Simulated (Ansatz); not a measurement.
AlH₅O₂S

```yaml
atoms:
  - { symbol: Al, position_ang: [-0.5388, -0.2806, 0.4067] }
  - { symbol: S, position_ang: [1.4562, 0.8215, -0.7812] }
  - { symbol: O, position_ang: [-0.5896, -1.7334, -0.5002] }
  - { symbol: O, position_ang: [-1.6100, 0.9767, -0.0401] }
  - { symbol: H, position_ang: [1.4302, 1.9268, -0.0179] }
  - { symbol: H, position_ang: [-0.0049, -0.2869, 1.9000] }
  - { symbol: H, position_ang: [2.4741, 0.2828, -0.0883] }
  - { symbol: H, position_ang: [-0.4036, -2.5825, -0.1050] }
  - { symbol: H, position_ang: [-2.2136, 0.8755, -0.7740] }
```

The product side of a reaction path; geometry: PBE0-D4/def2-TZVP.

These are results of RKS PBE0-D4/def2-TZVPP (Ansatz), not measurements.

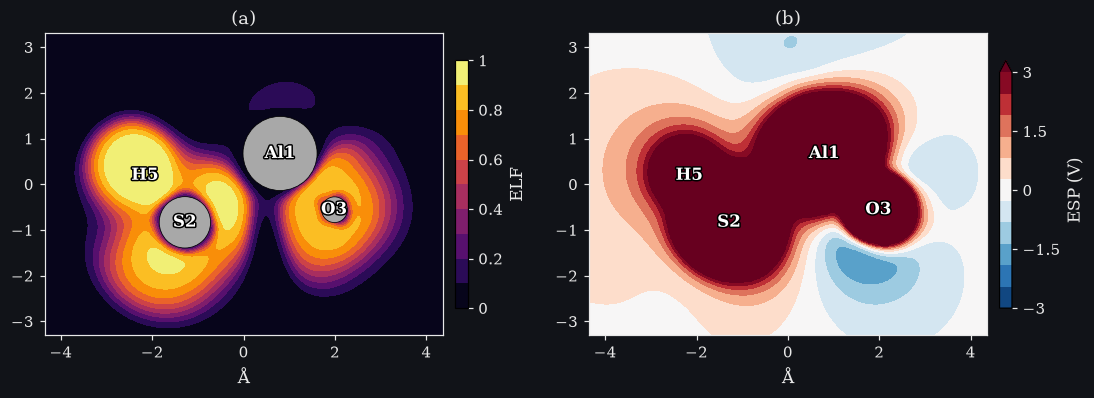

Figure 1. (a) electron localisation function; (b) electrostatic potential on the plane of atoms S2, Al1 and O3. Grey discs cover the atomic cores in the ELF map.

Question: What does the map show?

Answer: Atoms in the plane: Al, S, O and H. Al–O (1.71 Å): the ELF peaks at about 0.85 in the valence shell of O, 0.6 Å from its nucleus, and is about 0.45 at the midpoint. Al–S (2.57 Å): the ELF peaks at about 0.95 in the valence shell of S, 1.0 Å from its nucleus, and is about 0.90 at the midpoint. S–H (1.34 Å): the ELF climbs to about 1 towards the hydrogen, as it does in any bond to H. The ELF also peaks beside S2 and O3, away from the bonds: lone-pair regions. Outside the dense part of the molecule the potential is most negative (−1.9 V) near O3.

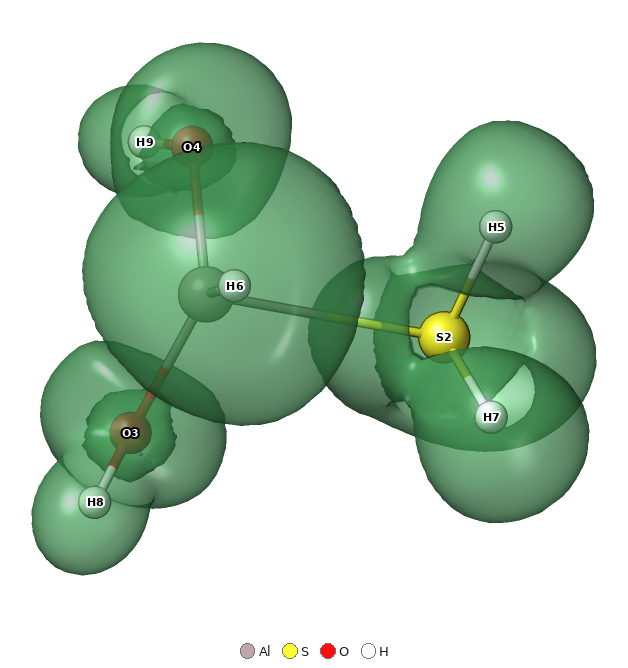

Figure 2. Isosurface of the ELF at 0.75 (green), seen at a tilt. Only the valence region is drawn (cores and ρ < 0.01 e/Å³ removed).

Question: Identify the bonds, lone pairs and shells in this picture.

Answer: The surface consists of one region around a hydrogen nucleus, two joined regions spread over several atoms (H, O), in which their bonds and any lone pairs are merged and one joined region spread over several atoms (H, S), in which their bonds and any lone pairs are merged.

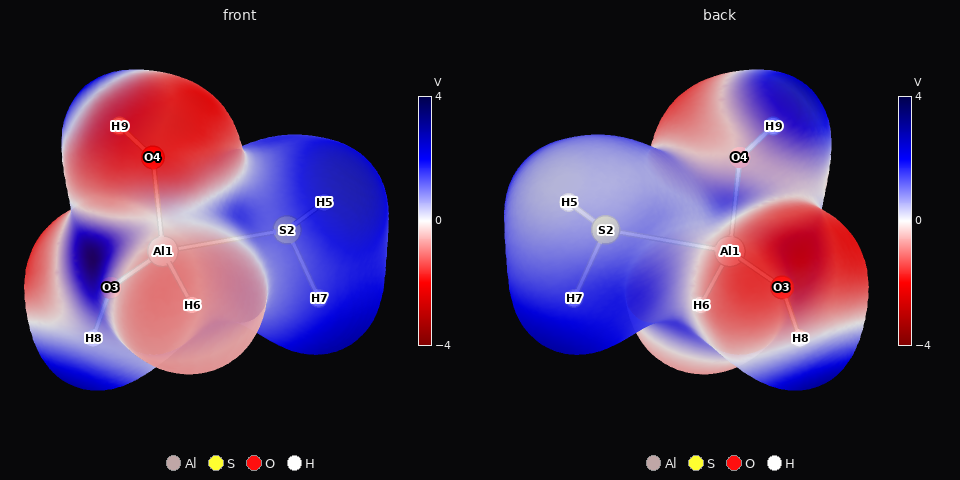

Figure 3. The molecular electrostatic potential painted on the density surface at 0.004 e/bohr³, seen from the front and from behind; the colour scale runs from red (negative) to blue (positive).

Question: Describe the electrostatic potential map.

Answer: The most negative region (about −2.1 V, or −48 kcal/mol for a unit charge) lies over O3 and O4, the most positive (about +2.9 V, or +67 kcal/mol for a unit charge) over Al1 and H8.
